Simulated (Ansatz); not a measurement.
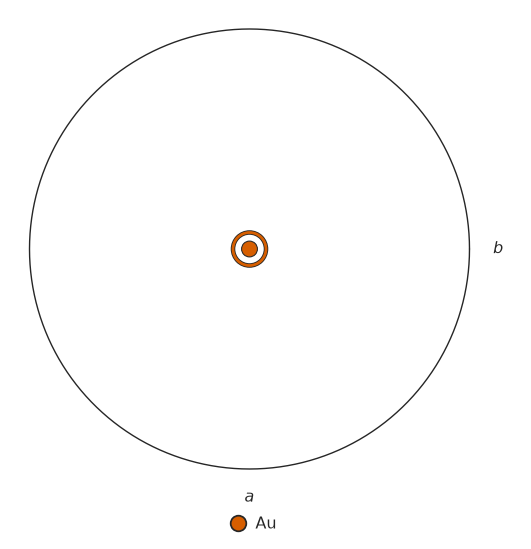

Directions from one hydrogen atom at (1/2, 1/2, 1/2) to its bonded neighbours, in stereographic projection down c (filled: above the plane of the page or in it, open: below). Crystal: GdHAu2, the end point of a relaxation with Ansatz 0.2.0, DFT PBE, scalar-relativistic, plane waves, PAW; the starting structure was generated, so it need not be a known form of this composition. Geometry calculated from the standardised cell; symmetry tolerance 0.002 Å.

Neighbours are counted up to 2.16 Å for Au; other elements are left out.

```cif
data_structure
_symmetry_space_group_name_H-M 'P 1'
_symmetry_Int_Tables_number 1
_cell_length_a 3.7718
_cell_length_b 3.7718
_cell_length_c 6.4557
_cell_angle_alpha 90.000
_cell_angle_beta 90.000
_cell_angle_gamma 90.000
_cell_volume 91.84
loop_
_atom_site_label
_atom_site_type_symbol
_atom_site_fract_x
_atom_site_fract_y
_atom_site_fract_z
_atom_site_occupancy
Gd1 Gd 0.00000 0.00000 0.00000 1
H1 H 0.50000 0.50000 0.50000 1
Au1 Au 0.50000 0.50000 0.77236 1
Au2 Au 0.50000 0.50000 0.22764 1
```

How many neighbours are there, and at what angles?

2: 2 Au at 1.76 Å. Angles between bonds: 180° (1×).

What is the site's symmetry in the crystal?

Point group 4/mmm (D4h), order 16: one fourfold axis, four twofold axes, five mirror planes, an inversion centre. In P4/mmm, No. 123 this is Wyckoff position 1d.
